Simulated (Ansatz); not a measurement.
# C2F2Ge (SMILES FC(F)=[C]=[Ge]): what the fields show

The calculation's input:

```
crystal:
  periodic: [false, false, false]
  atoms:
    - {symbol: C, position_ang: [-2.083055, -0.709620, 0.362920]}
    - {symbol: C, position_ang: [-3.246486, -0.422005, -0.200789]}
    - {symbol: F, position_ang: [-0.991366, 0.028909, 0.310980]}
    - {symbol: F, position_ang: [-1.810485, -1.785401, 1.075875]}
    - {symbol: Ge, position_ang: [-4.794089, -0.039486, -0.950867]}
basis:
  gaussian:
    orbitals: def2-TZVPD
output:
  forces: true
  orbitals: {seedname: orbitals}
hamiltonian:
  xc: {name: PBE0}
```

Run with:

```sh
ansatz run input.yaml --threads 1 --pin off --max-ram 2610MiB --events-out events.jsonl --progress --plain --runs-dir runs
```

Geometry: B3LYP-D3(BJ)/def2-SVP.

Theory: Ansatz 0.2.0, isolated molecule in a Gaussian basis; Kohn-Sham density functional theory, functional PBE0.

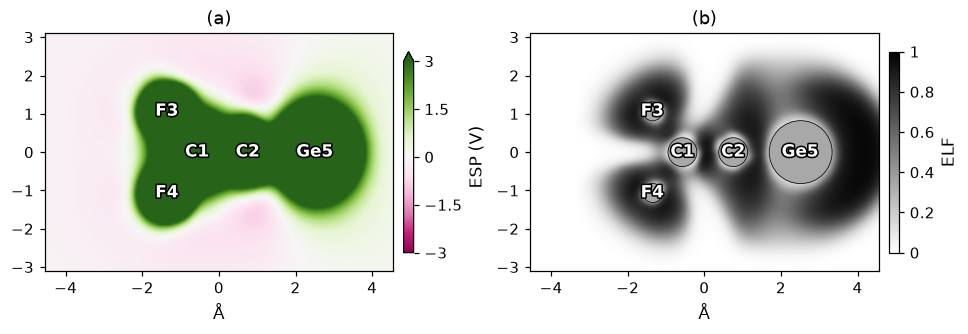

Figure 1. (a) molecular electrostatic potential; (b) ELF on the molecular plane. Grey discs cover the atomic cores in the ELF map.

**What does the map show?**

The section cuts through C, F and Ge sites.
C–F (1.32 Å): the ELF peaks at about 0.85 between the atoms: a polar covalent bond.
C–C (1.32 Å): the ELF peaks at about 0.90 between the atoms: a multiple bond.
C–Ge (1.76 Å): the ELF peaks at about 0.85 in the valence shell of C, 0.7 Å from its nucleus, and is about 0.40 at the midpoint.
The ELF also peaks beside F4 and F3, away from the bonds: lone-pair regions.
Outside the dense part of the molecule the potential is most negative (−0.8 V) near C2.

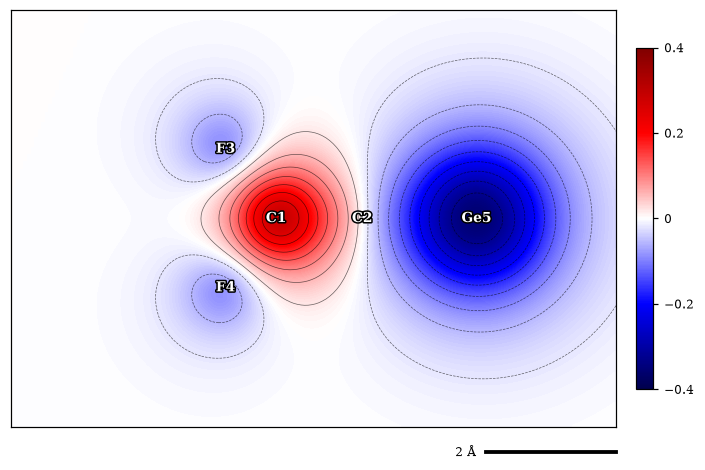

Figure 2. The LUMO on a plane 0.8 Å above the molecular plane (values in Å⁻³ᐟ²; the overall sign is arbitrary).

**What is the character of this orbital?**

By Hirshfeld shares it lies mainly on Ge5 (about 70 %), C1 (about 15 %) and C2 (about 10 %); it changes sign across the molecular plane (π type); π-bonding across C1–C2. Its energy is −3.06 eV.

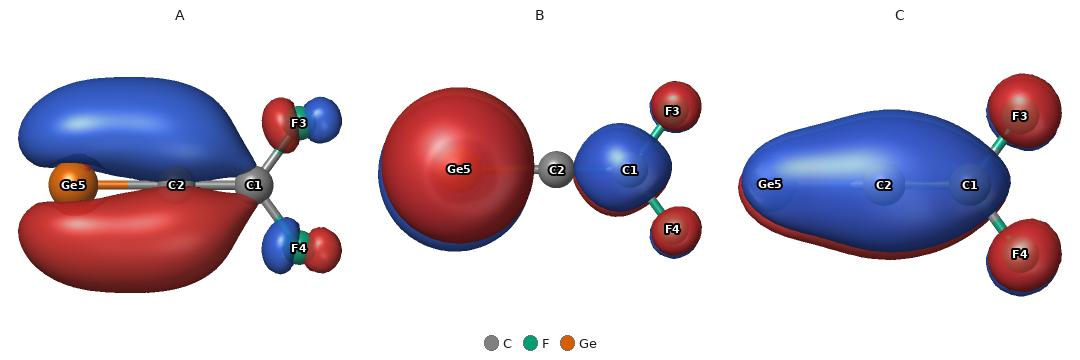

Figure 3. Three frontier orbitals at ±0.1 Å⁻³ᐟ² (red and blue are the two phases), in no order.

**Which picture is the HOMO−1, the HOMO and the LUMO?**

C is the HOMO−1 (−8.02 eV). By Hirshfeld shares it lies mainly on C2 (about 45 %), C1 (about 25 %), Ge5 (about 15 %), F3 (about 10 %) and F4 (about 10 %); it changes sign across the molecular plane (π type); π-bonding across C1–C2 and C2–Ge5; π-antibonding (a node) across C1–F3 and C1–F4. A is the HOMO (−6.86 eV). Its weight (Hirshfeld) is mainly on C2 (about 50 %), Ge5 (about 40 %) and C1 (about 10 %); it is symmetric in the molecular plane (an in-plane orbital: σ, lone-pair or in-plane π type). B is the LUMO (−3.06 eV). It lies mainly on Ge5 (about 70 %), C1 (about 15 %) and C2 (about 10 %); it changes sign across the molecular plane (π type); π-bonding across C1–C2.

**What is the HOMO–LUMO gap?**

3.80 eV between the orbital energies.
